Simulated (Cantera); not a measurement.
Charge: 1 mol SiCl4, 2.7 mol HCl, 2.1 mol H2, equilibrated at 0.760 bar.

Equilibrium computed with Cantera from the NASA thermochemical tables; the gas is ideal and each condensed phase is pure. Candidate condensed phases: Si; 19 gas species. The tables' values for SiCl3 are old estimates; treat these amounts as uncertain. Rates play no part.

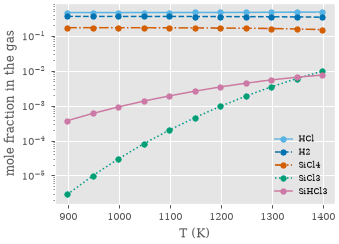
Equilibrium gas composition (values under 1e-9 drawn at 1e-9)

From 898 K to 1398 K nothing is condensed. The main Si-bearing gas is SiCl4 throughout.
